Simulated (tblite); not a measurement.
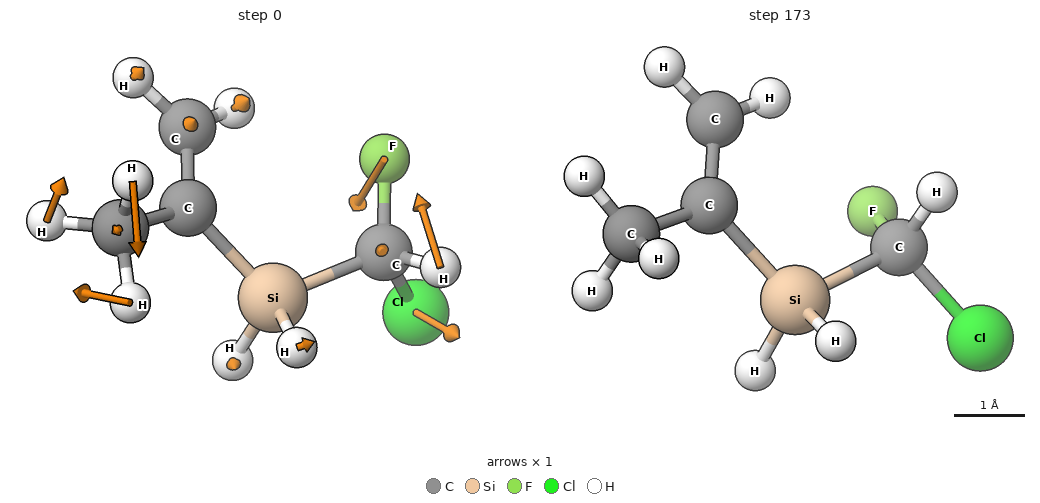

The structure of C4H8ClFSi before (left) and after (right) a relaxation, at one scale. The orange arrows give the displacements, at their true length.

A ball-and-stick model, seen from a free direction.

Method: GFN2-xTB geometry optimisation, gas phase (tblite). 

> Summarise the run.

The energy falls by 0.443 eV in 173 geometry steps. The atom that moves furthest after the best rigid fit is the F atom (1.50 Å). Largest moves by element: F 1.50 Å, Cl 1.23 Å, H 1.21 Å, C 0.31 Å, Si 0.10 Å. Near-neighbour distances that change, for instance: C–Si 1.854 → 1.931 Å, C–Si 1.829 → 1.887 Å, C–H 1.133 → 1.087 Å, C–H 1.105 → 1.080 Å. Among the angles between lasting bonds that change: Si–C–H 108.3° → 115.9°, C–C–H 115.4° → 121.8°, C–Si–C 114.2° → 109.6°. Groups turn about C–Si by about 55°, C–C by about 55°. Cost: 2.2 s on 1 thread of Arm Neoverse N1, on a shared host.
